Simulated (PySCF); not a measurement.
# Run report: HCl, single-point calculation

The run: single-point calculation of HCl, SMILES Cl. Method and program: M06-2X/6-31G, RKS (PySCF 2.14.0).

The geometry comes from this level: PBE0-D4/def2-TZVP.

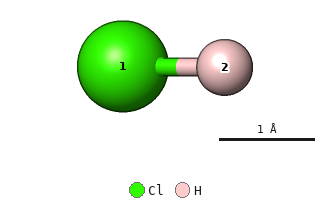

Fig. 1: The structure as given in the input (ball-and-stick view, seen at a tilt; atoms are numbered from 1 in the order of the input).

## Results in brief

| quantity | value |
| --- | --- |
| outcome | converged |
| total energy | −460.733947 hartree |
| basis functions | 15 |
| HOMO | −10.82 eV |
| LUMO | 1.66 eV |
| dipole moment | 1.84 D |
| hardware | 1 thread of Arm Neoverse V1, 24 GiB of memory available, shared host |
| wall time | 1.4 s |
| peak memory | 0.16 GiB |

## Input (calc.py)
```python
from pyscf import gto, dft

mol = gto.M(
    atom='''
Cl   0.546000  -0.178500   0.280800
H   -0.546000   0.178500  -0.280800
''',
    max_memory=1860,
    spin=0,
    basis='6-31g',
    verbose=3,
    charge=0,
)

myscf = dft.RKS(mol, xc='m06-2x')
myscf.conv_tol = 1e-10
myscf.grids.level = 5
myscf.kernel()
if not myscf.converged:
    myscf = myscf.newton().run(myscf.mo_coeff, myscf.mo_occ)

e_tot = myscf.e_tot
print('Final energy', e_tot)
```

Launched with:
```bash
OMP_NUM_THREADS=1 python calc.py
```

## What the program printed
```
converged SCF energy = -460.73394749667
Final energy -460.7339474966696
```

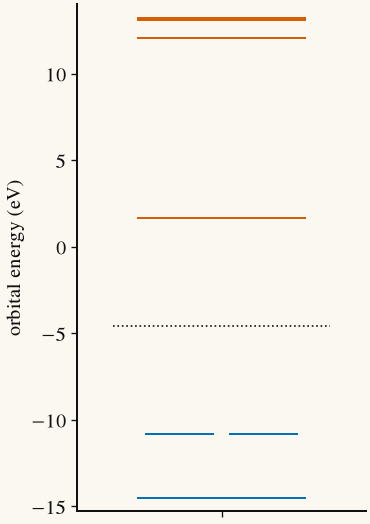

Fig. 2: Orbital energies near the frontier; the dotted line parts filled from empty levels, and levels within 0.02 eV of each other stand side by side. Highest filled −10.82 eV, lowest empty 1.66 eV, 12.48 eV apart.
